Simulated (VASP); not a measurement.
Band structure of BaTiO$_{3}$ (cubic perovskite). These are r2SCAN meta-GGA with spin-orbit coupling, VASP's PBE PAW potentials (set 64) (plane waves; VASP 6.6.1) values and carry that method's errors.

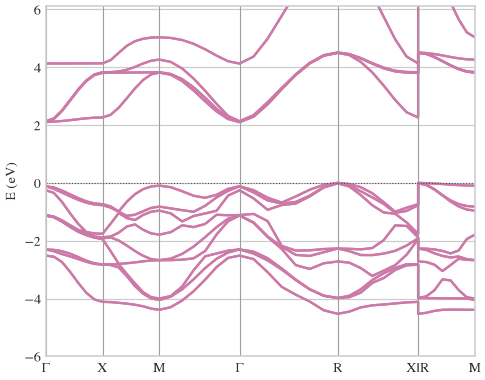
*Bands along high-symmetry lines, zero at the valence-band maximum or, without a gap, the Fermi level*

Q: Read the plot: is there a gap, and where are the band edges?

A: The gap is indirect, 2.10 eV, from the valence maximum at R to the conduction minimum at Γ.

Measured: gap 3.20 eV (computed value off by -1.10 eV), as given by Yu-ichiro Matsushita et al., Physical Review B (2011), arXiv:1104.2769.

The compound is BaTiO3 in the cubic perovskite structure, the ideal cubic form; the compound distorts at low or room temperature. It was relaxed first.
